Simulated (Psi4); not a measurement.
# MP2/def2-SVPD (density fitting, core potential, density fitting for correlation, sweep point 6) run of Cl3HSiTe (SMILES Cl[Si](Cl)(Cl)[TeH])

Wanted: a single-point energy of Cl3HSiTe. 

The calculation is run with Psi4 1.11.

## Step 1: The molecule

Cl3HSiTe: 6 atoms, total charge 0, spin state singlet. SMILES: `Cl[Si](Cl)(Cl)[TeH]`. The shape is that of a PBE0-D4/def2-TZVP optimisation.

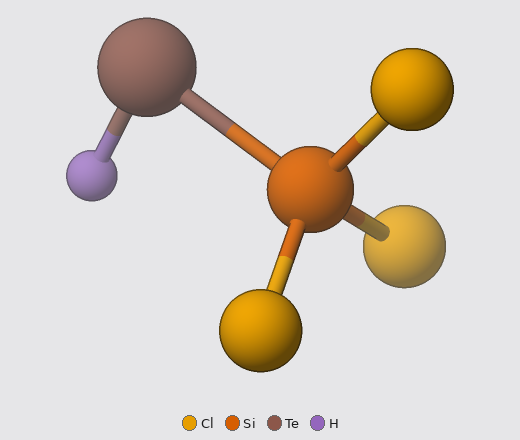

Viewed from a chosen angle; chlorine amber, silicon orange, tellurium brown, hydrogen purple.

## Step 2: A single-point energy at MP2/def2-SVPD (density fitting, core potential, density fitting for correlation, sweep point 6)

calc.py reads:

```python
import psi4

psi4.set_memory('1600 MB')
psi4.set_num_threads(1)
psi4.core.set_output_file('cl3hsite.out', False)

mol = psi4.geometry("""
Cl    -0.715400    -1.045700     1.752700
Si     0.251100    -0.479700     0.052400
Cl     2.191700    -1.088300     0.159900
Cl    -0.657800    -1.437500    -1.497400
Te     0.315000     1.970200    -0.241400
H     -1.342500     2.016800    -0.272400
symmetry c1
""")

psi4.set_options({
    'basis': 'def2-SVPD',
    'scf_type': 'df',
    'num_frozen_docc': 24,
    'diis_max_vecs': 4,
})

energy_value, wavefunction = psi4.energy('mp2', return_wfn=True)
print(f'total energy {energy_value:.8f} hartree = {energy_value * 27.211386:.5f} eV')
for k, v in sorted(psi4.core.scalar_variables().items()):
    print(f'{k:45s} {v:18.10f}')
```

The run is started by

```console
$ python calc.py
```

What values should one expect? Wanted: total energy; HOMO energy; LUMO energy; HOMO–LUMO gap; correlation energy.

Computed results:

At MP2/def2-SVPD (density fitting, core potential, density fitting for correlation, sweep point 6), 24 core orbitals frozen:

```
                                    quantity           value
                                total energy  -1935.33007 Eh
         HOMO energy (Hartree–Fock orbitals)        -9.37 eV
         LUMO energy (Hartree–Fock orbitals)         1.13 eV
       HOMO–LUMO gap (Hartree–Fock orbitals)        10.49 eV
correlation energy (24 core orbitals frozen)      -657.1 mEh
```
